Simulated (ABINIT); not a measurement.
**AlGaN2 (P3m1): G0W0 in ABINIT against the bands in the self-energy**

How does the gap of AlGaN2 (P3m1) converge in the bands in the self-energy?

Main program and level: ABINIT 10.8.3; LDA and many-body steps on it, plane waves.

**1. Starting point**

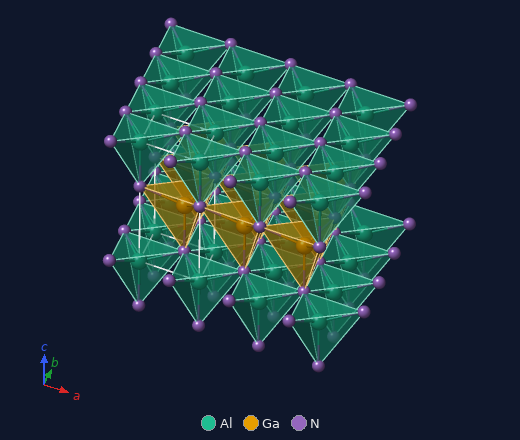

Start, viewed slightly off an axis; aluminium teal, gallium orange, nitrogen purple. 3×3×1 cells are drawn. Some periodic images of atoms are drawn too.

The cell and positions are those that the Materials Project relaxed with its own functionals (PBE, PBE+U or r2SCAN), kept fixed.

**2. Screening, 3×3×2 mesh, 83 bands, screening to 176.9 eV**

This step: ABINIT 10.8.3; RPA screening on LDA, plane waves, norm-conserving pseudopotentials.

The RPA dielectric matrix is built and inverted for each q.

Contents of run.abi:

```
acell 3*1.0 Angstrom
rprim 
  3.145282644058 -0.000000000015 0.000000000000
  -1.572641322016 2.723894671844 0.000000000000
  0.000000000000 0.000000000000 5.096893730000
ntypat 3
znucl 13 31 7
natom 4
typat 1 2 3 3
xred 
  0.000000000000 0.000000000000 0.999263770000
  0.666666666667 0.333333333333 0.497174210000
  0.666666666667 0.333333333333 0.111803640000
  0.000000000000 0.000000000000 0.628158390000
pp_dirpath "pseudos"
pseudos "Al.upf, Ga.upf, N.upf"
ecut 36
ngkpt 3 3 2
nshiftk 1
shiftk 0 0 0
kptopt 1
chksymbreak 0
istwfk *1
occopt 1
irdwfk 1
optdriver 3
nband 83
ecuteps 6.5
inclvkb 2
awtr 1
symchi 1
indata_prefix "in"
outdata_prefix "out"
tmpdata_prefix "tmp"
```

Launch:

```bash
$ OMP_NUM_THREADS=1 mpirun -n 4 abinit run.abi > log
```

The program printed:

```text
.Version 10.8.3 of ABINIT. v10.8.2 released Aug 2026.

 Symmetries : space group P3 m 1 (#156); Bravais hP (primitive hexag.)
[... echo of the input left out ...]
== DATASET  1 ==================================================================
-   mpi_nproc: 4, omp_nthreads: 1 (-1 if OMP is not activated)

--- !DatasetInfo
iteration_state: {dtset: 1, }
dimensions: {natom: 4, nkpt: 6, mband: 83, nsppol: 1, nspinor: 1, nspden: 1, mpw: 3066, }
cutoff_energies: {ecut:  36.0, pawecutdg:  -1.0, }
electrons: {nelect:   2.60000000E+01, charge:   0.00000000E+00, occopt:   1.00000000E+00, tsmear:   1.00000000E-02, }

 SCREENING: Calculation of the susceptibility and dielectric matrices

 Based on a program developped by R.W. Godby, V. Olevano, G. Onida, and L. Reining.
 Incorporated in ABINIT by V. Olevano, G.-M. Rignanese, and M. Torrent.
.Using double precision arithmetic ; gwpc =  8

[... cell and pseudopotentials left out ...]
--------------------------------------------------------------------------------

 ==== K-mesh for the wavefunctions ====
 Number of points in the irreducible wedge :     6
[... list of points left out ...]
 Together with  6 symmetry operations and time-reversal symmetry
 yields    18 points in the full Brillouin Zone.

 ==== Q-mesh for the screening function ====
 Number of points in the irreducible wedge :     6
[... list of points left out ...]
 Together with  6 symmetry operations and time-reversal symmetry
 yields    18 points in the full Brillouin Zone.

 setmesh: FFT mesh size selected  =    20x   20x   40
          total number of points  =        16000

 vcoul_init : cutoff-mode = AUXILIARY_FUNCTION
 q-points for optical limit:   1
     1)      0.000010    0.000020    0.000030

- screening: taking advantage of time-reversal symmetry
- Maximum band index for partially occupied states nbvw = 13
- Remaining bands to be divided among processors   nbcw = 70
- Number of bands treated by each node ~17

 Number of electrons calculated from density =   26.0000; Expected =   26.0000
 average of density, n =  0.088231
 r_s =    1.3935
 omega_plasma =   28.6527 [eV]

 calculating chi0 at frequencies [eV] :
  1    0.000000E+00    0.000000E+00
  2    0.000000E+00    2.865274E+01

--------------------------------------------------------------------------------
  q-point number  1        q = ( 0.000000, 0.000000, 0.000000) [r.l.u.]
--------------------------------------------------------------------------------
[... chi0 elements left out ...]
 For q-point:  0.000010 0.000020 0.000030
  dielectric constant =   6.4346
  dielectric constant without local fields =   7.0136

  Average fulfillment of the sum rule on Im[epsilon] for q-point    1 :     58.27  [%]
[... wings left out ...]
  q-point number  2        q = ( 0.333333, 0.000000, 0.000000) [r.l.u.]
--------------------------------------------------------------------------------
[... chi0 elements left out ...]
  Average fulfillment of the sum rule on Im[epsilon] for q-point    2 :     64.54  [%]

 [... 4 further q-points ...]
```

Elapsed: 9 s, on 4 MPI ranks of Arm Neoverse V2, shared host; peak memory 0.48 GiB.

Numbers from this step:

```yaml
eps_infinity_with_local_fields_on_this_mesh_along_the_program_s_q_direction: 6.435
the_same_without_local_fields: 7.014
plasma_frequency: 28.65 eV
plane_waves_in_the_screening_matrix: 245
```

Local fields lower ε∞ by 8 %. On a Γ-centred mesh this coarse the value itself is usually too large, while a short band sum pulls it down.

**3. 21 bands**

This step: G0W0 on LDA, plane waves, norm-conserving pseudopotentials.

run.abi: that of step 2 with these lines changed.

```diff
@@ -25,8 +25,15 @@
 irdwfk 1
-optdriver 3
-nband 83
+optdriver 4
+nband 21
+gwcalctyp 0
+ecutsigx 36
+symsigma 1
+nkptgw 1
+kptgw 
+  0.0000000000 0.0000000000 0.0000000000
+bdgw 
+  12 15
 ecuteps 6.5
-inclvkb 2
-awtr 1
-symchi 1
+irdscr 1
+ppmodel 1
 indata_prefix "in"
```

The program printed:

```text
.Version 10.8.3 of ABINIT. v10.8.2 released Aug 2026.

 Symmetries : space group P3 m 1 (#156); Bravais hP (primitive hexag.)
[... echo of the input left out ...]
== DATASET  1 ==================================================================
-   mpi_nproc: 4, omp_nthreads: 1 (-1 if OMP is not activated)

--- !DatasetInfo
iteration_state: {dtset: 1, }
dimensions: {natom: 4, nkpt: 6, mband: 21, nsppol: 1, nspinor: 1, nspden: 1, mpw: 3066, }
cutoff_energies: {ecut:  36.0, pawecutdg:  -1.0, }
electrons: {nelect:   2.60000000E+01, charge:   0.00000000E+00, occopt:   1.00000000E+00, tsmear:   1.00000000E-02, }

 SIGMA: Calculation of the GW corrections

 Based on a program developped by R.W. Godby, V. Olevano, G. Onida, and L. Reining.
 Incorporated in ABINIT by V. Olevano, G.-M. Rignanese, and M. Torrent.
.Using double precision arithmetic ; gwpc =  8

[... cell and pseudopotentials left out ...]
--------------------------------------------------------------------------------

 ==== K-mesh for the wavefunctions ====
 Number of points in the irreducible wedge :     6
[... list of points left out ...]
 Together with  6 symmetry operations and time-reversal symmetry
 yields    18 points in the full Brillouin Zone.

 ==== Q-mesh for screening function ====
 Number of points in the irreducible wedge :     6
[... list of points left out ...]
 Together with  6 symmetry operations and time-reversal symmetry
 yields    18 points in the full Brillouin Zone.

 vcoul_init : cutoff-mode = AUXILIARY_FUNCTION
 q-points for optical limit:   1
     1)      0.000010    0.000020    0.000030
 setmesh: FFT mesh size selected  =    27x   27x   54
          total number of points  =        39366

 Number of electrons calculated from density =   26.0000; Expected =   26.0000
 average of density, n =  0.088231
 r_s =    1.3935
 omega_plasma =   28.6527 [eV]

 === KS Band Gaps ===
  >>>> For spin  1
   Minimum direct gap =   2.9210 [eV], located at k-point      :   0.0000  0.0000  0.0000
   Fundamental gap    =   2.9210 [eV], Top of valence bands at :   0.0000  0.0000  0.0000
                                       Bottom of conduction at :   0.0000  0.0000  0.0000
 SIGMA fundamental parameters:
 PLASMON POLE MODEL  1
 number of plane-waves for SigmaX                 3027
 number of plane-waves for SigmaC and W            245
 number of plane-waves for wavefunctions          3027
 number of bands                                    21
 number of independent spin polarizations            1
 number of spinorial components                      1
 number of k-points in IBZ                           6
 number of q-points in IBZ                           6
 number of symmetry operations                       6
 number of k-points in BZ                           18
 number of q-points in BZ                           18
 number of frequencies for dSigma/dE                 9
 frequency step for dSigma/dE [eV]                0.25
 number of omega for Sigma on real axis              0
 max omega for Sigma on real axis  [eV]           0.00
 zcut for avoiding poles [eV]                     0.10

 EPSILON^-1 parameters (SCR file):
 dimension of the eps^-1 matrix on file            245
 dimension of the eps^-1 matrix used               245
 number of plane-waves for wavefunctions          3027
 number of bands                                    83
 number of q-points in IBZ                           6
 number of frequencies                               2
 number of real frequencies                          1
 number of imag frequencies                          1

 matrix elements of self-energy operator (all in [eV])

 Perturbative Calculation

--- !SelfEnergy_ee
iteration_state: {dtset: 1, }
kpoint     : [   0.000,    0.000,    0.000, ]
spin       : 1
KS_gap     :    2.921
QP_gap     :    3.779
Delta_QP_KS:    0.858
data: !SigmaeeData |
     Band     E0 <VxcDFT>   SigX SigC(E0)      Z dSigC/dE  Sig(E)    E-E0       E
       12   5.381 -17.816 -21.198   4.660   0.806  -0.241 -16.786   1.030   6.412
       13   5.381 -17.816 -21.198   4.660   0.806  -0.241 -16.786   1.030   6.412
       14   8.302 -13.907  -9.027  -2.602   0.829  -0.206 -12.018   1.889  10.191
       15  10.864 -12.213  -6.717  -2.846   0.848  -0.180  -9.967   2.247  13.111

== END DATASET(S) ==============================================================
================================================================================

 -outvars: echo values of variables after computation  --------
           etotal      0.0000000000E+00
            nband          21
             nkpt           6
          spgroup         156
 [... the other variables as echoed above ...]

 Calculation completed.
```

Wall time 3 s (4 MPI ranks); peak memory 0.23 GiB; 12 s of CPU time.

Numbers from this step:

- G0W0 gap on the points computed: 3.779 eV
- starting gap on the mesh: 2.921 eV
- k of the valence top: 0, 0, 0
- k of the conduction bottom: 0, 0, 0
- Z at the valence top: 0.806
- Z at the conduction bottom: 0.829
- least direct G0W0 gap on the computed points: 3.779 eV

**4. 30 bands**

The self-energy is evaluated for the states that the input lists, and the levels follow from it, in one-shot runs by the linearised quasiparticle equation.

run.abi: that of step 3 with these lines changed.

```diff
@@ -26,3 +26,3 @@
 optdriver 4
-nband 21
+nband 30
 gwcalctyp 0
```

The program printed:

```text
.Version 10.8.3 of ABINIT. v10.8.2 released Aug 2026.

 Symmetries : space group P3 m 1 (#156); Bravais hP (primitive hexag.)
[... echo of the input left out ...]
== DATASET  1 ==================================================================
-   mpi_nproc: 4, omp_nthreads: 1 (-1 if OMP is not activated)

--- !DatasetInfo
iteration_state: {dtset: 1, }
dimensions: {natom: 4, nkpt: 6, mband: 30, nsppol: 1, nspinor: 1, nspden: 1, mpw: 3066, }
cutoff_energies: {ecut:  36.0, pawecutdg:  -1.0, }
electrons: {nelect:   2.60000000E+01, charge:   0.00000000E+00, occopt:   1.00000000E+00, tsmear:   1.00000000E-02, }

 SIGMA: Calculation of the GW corrections

 Based on a program developped by R.W. Godby, V. Olevano, G. Onida, and L. Reining.
 Incorporated in ABINIT by V. Olevano, G.-M. Rignanese, and M. Torrent.
.Using double precision arithmetic ; gwpc =  8

[... cell and pseudopotentials left out ...]
--------------------------------------------------------------------------------

 ==== K-mesh for the wavefunctions ====
 Number of points in the irreducible wedge :     6
[... list of points left out ...]
 Together with  6 symmetry operations and time-reversal symmetry
 yields    18 points in the full Brillouin Zone.

 ==== Q-mesh for screening function ====
 Number of points in the irreducible wedge :     6
[... list of points left out ...]
 Together with  6 symmetry operations and time-reversal symmetry
 yields    18 points in the full Brillouin Zone.

 vcoul_init : cutoff-mode = AUXILIARY_FUNCTION
 q-points for optical limit:   1
     1)      0.000010    0.000020    0.000030
 setmesh: FFT mesh size selected  =    27x   27x   54
          total number of points  =        39366

 Number of electrons calculated from density =   26.0000; Expected =   26.0000
[...]
number of k-points in IBZ                           6
 number of q-points in IBZ                           6
 number of symmetry operations                       6
 number of k-points in BZ                           18
 number of q-points in BZ                           18
 number of frequencies for dSigma/dE                 9
 frequency step for dSigma/dE [eV]                0.25
 number of omega for Sigma on real axis              0
 max omega for Sigma on real axis  [eV]           0.00
 zcut for avoiding poles [eV]                     0.10

 EPSILON^-1 parameters (SCR file):
 dimension of the eps^-1 matrix on file            245
 dimension of the eps^-1 matrix used               245
 number of plane-waves for wavefunctions          3027
 number of bands                                    83
 number of q-points in IBZ                           6
 number of frequencies                               2
 number of real frequencies                          1
 number of imag frequencies                          1

 matrix elements of self-energy operator (all in [eV])

 Perturbative Calculation

--- !SelfEnergy_ee
iteration_state: {dtset: 1, }
kpoint     : [   0.000,    0.000,    0.000, ]
spin       : 1
KS_gap     :    2.921
QP_gap     :    3.642
Delta_QP_KS:    0.721
data: !SigmaeeData |
     Band     E0 <VxcDFT>   SigX SigC(E0)      Z dSigC/dE  Sig(E)    E-E0       E
       12   5.381 -17.816 -21.198   4.287   0.801  -0.248 -17.091   0.725   6.106
       13   5.381 -17.816 -21.198   4.287   0.801  -0.248 -17.091   0.725   6.106
       14   8.302 -13.907  -9.027  -3.119   0.821  -0.218 -12.461   1.446   9.748
       15  10.864 -12.213  -6.717  -3.613   0.834  -0.198 -10.642   1.571  12.436

== END DATASET(S) ==============================================================
================================================================================

 -outvars: echo values of variables after computation  --------
           etotal      0.0000000000E+00
            nband          30
             nkpt           6
          spgroup         156
 [... the other variables as echoed above ...]

 Calculation completed.
```

Run time: 3.1 s. Hardware: 4 MPI ranks; peak memory 0.43 GiB; 12 s of CPU time.

This step gave:

* G0W0 gap on the points computed: 3.642 eV
* starting gap on the mesh: 2.921 eV
* k of the valence top: 0, 0, 0
* k of the conduction bottom: 0, 0, 0
* Z at the valence top: 0.801
* Z at the conduction bottom: 0.821
* least direct G0W0 gap on the computed points: 3.642 eV

The gap on the mesh goes from 2.92 eV to 3.64 eV, a correction of +0.72 eV.

**5. 54 bands**

run.abi: that of step 4 with these lines changed.

```diff
@@ -26,3 +26,3 @@
 optdriver 4
-nband 30
+nband 54
 gwcalctyp 0
```

The program printed:

```text
.Version 10.8.3 of ABINIT. v10.8.2 released Aug 2026.

 Symmetries : space group P3 m 1 (#156); Bravais hP (primitive hexag.)
[... echo of the input left out ...]
== DATASET  1 ==================================================================
-   mpi_nproc: 4, omp_nthreads: 1 (-1 if OMP is not activated)

--- !DatasetInfo
iteration_state: {dtset: 1, }
dimensions: {natom: 4, nkpt: 6, mband: 54, nsppol: 1, nspinor: 1, nspden: 1, mpw: 3066, }
cutoff_energies: {ecut:  36.0, pawecutdg:  -1.0, }
[...]
13   5.381 -17.816 -21.198   3.683   0.795  -0.258 -17.577   0.239   5.620
       14   8.302 -13.907  -9.027  -3.548   0.817  -0.225 -12.819   1.087   9.389
       15  10.864 -12.213  -6.717  -4.107   0.829  -0.207 -11.063   1.151  12.015

== END DATASET(S) ==============================================================
================================================================================

 -outvars: echo values of variables after computation  --------
           etotal      0.0000000000E+00
            nband          54
             nkpt           6
          spgroup         156
 [... the other variables as echoed above ...]

 Calculation completed.
```

The job ended after 3.5 s (4 MPI ranks; peak memory 0.44 GiB).

Numbers from this step:

| Item | Value |
| --- | --- |
| G0W0 gap on the points computed | 3.769 eV |
| starting gap on the mesh | 2.921 eV |
| k of the valence top | 0, 0, 0 |
| k of the conduction bottom | 0, 0, 0 |
| least direct G0W0 gap on the computed points | 3.769 eV |

Against the run before, the gap moves by +0.127 eV.

**6. 83 bands**

run.abi: that of step 5 with these lines changed.

```diff
@@ -26,3 +26,3 @@
 optdriver 4
-nband 54
+nband 83
 gwcalctyp 0
```

The program printed:

```text
.Version 10.8.3 of ABINIT. v10.8.2 released Aug 2026.

 Symmetries : space group P3 m 1 (#156); Bravais hP (primitive hexag.)
[... echo of the input left out ...]
== DATASET  1 ==================================================================
-   mpi_nproc: 4, omp_nthreads: 1 (-1 if OMP is not activated)

--- !DatasetInfo
iteration_state: {dtset: 1, }
dimensions: {natom: 4, nkpt: 6, mband: 83, nsppol: 1, nspinor: 1, nspden: 1, mpw: 3066, }
cutoff_energies: {ecut:  36.0, pawecutdg:  -1.0, }
[...]
13   5.381 -17.816 -21.198   3.416   0.793  -0.260 -17.788   0.028   5.409
       14   8.302 -13.907  -9.027  -3.749   0.815  -0.227 -12.986   0.921   9.223
       15  10.864 -12.213  -6.717  -4.291   0.827  -0.209 -11.217   0.996  11.860

== END DATASET(S) ==============================================================
================================================================================

 -outvars: echo values of variables after computation  --------
           etotal      0.0000000000E+00
            nband          83
             nkpt           6
          spgroup         156
 [... the other variables as echoed above ...]

 Calculation completed.
```

Wall time 3.9 s (4 MPI ranks); peak memory 0.45 GiB.

This step gave:

```
G0W0 gap on the points computed              : 3.814 eV
starting gap on the mesh                     : 2.921 eV
k of the valence top                         : 0, 0, 0
k of the conduction bottom                   : 0, 0, 0
least direct G0W0 gap on the computed points : 3.814 eV
```

Against the run before, the gap moves by +0.045 eV.

**7. The runs together**

Times are wall times on 4 MPI ranks of Arm Neoverse V2, shared host, good to a factor of about two. A run's time includes the screening step that it read.

| run | mesh | bands | screening cutoff (eV) | DFT gap (eV) | gap on the mesh (eV) | direct (eV) | ε∞ used | time |
| --- | --- | --- | --- | --- | --- | --- | --- | --- |
| 21 bands | 3×3×2 | 21 | 176.9 | 2.921 | 3.779 | 3.779 | 6.43 | 12 s |
| 30 bands | 3×3×2 | 30 | 176.9 | 2.921 | 3.642 | 3.642 | 6.43 | 12 s |
| 54 bands | 3×3×2 | 54 | 176.9 | 2.921 | 3.769 | 3.769 | 6.43 | 12 s |
| 83 bands | 3×3×2 | 83 | 176.9 | 2.921 | 3.814 | 3.814 | 6.43 | 13 s |

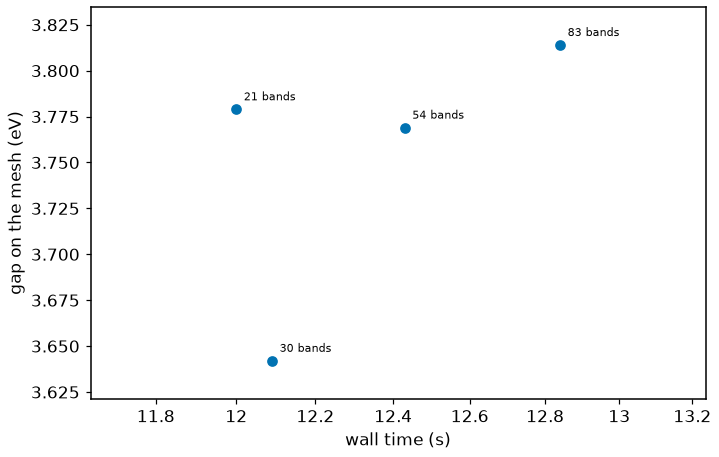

Result against wall time.

**8. Results**

```yaml
21_bands: 3.779 eV
30_bands: 3.642 eV
54_bands: 3.769 eV
83_bands: 3.814 eV
known_limits: not at the basis limit; exchange with frozen shells missing; no spin-orbit coupling; coarse k mesh
```

In words: The setting moved: bands in the self-energy. From 21 bands to 83 bands the gap moves by +0.04 eV, not steadily: it passes through 3.64 eV. The last step still moves it by +0.045 eV. Bands and screening cutoff are coupled, so a series along one setting does not show full convergence. Bands and cutoff are finite, so the gap is not at the basis limit. The miss can reach some tenths of an eV and take either sign; the mesh is an error of its own. In the G0W0 runs levels were corrected at 1 k point alone, so a gap called «on the mesh» is the least over those, and an edge elsewhere would be missed. The 3×3×2 mesh is coarse for this cell, which bears on the long-range parts of exchange and screening. The norm-conserving file of at least one element keeps a d shell over frozen s and p shells of the same row. Exchange with those shells is missing from the self-energy, an error of 0.3 to 0.9 eV in cases checked, whose sign depends on which edge lies on those atoms. The many-body steps are scalar-relativistic: spin-orbit coupling is not in them.

[Paths, hosts, dates, memory and timing lines, banners, echoed tables and standing remarks are left out of the program output.]

[Logs are printed without paths, hosts, clocks, repeated set-up lines and the standing remarks that a program may print on its own settings, such as how far it seeks lower states.]

[Runs of the session that timed out or met a known fault of the program may be left out.]

[Hosts, paths, dates, database ids (printed as entryN), source tags and the programs' standing remarks are cut or masked in the printed files.]

[G0W0 gaps are taken among the corrected bands and points alone; a level outside them can change the order at an edge.]

[Where Ansatz stands beside ABINIT at settings called matched, ABINIT's density can come from a denser mesh and the files from another edition; pairs whose starting gaps differed by over 0.03 eV were left out, so agreement reads better than it is.]
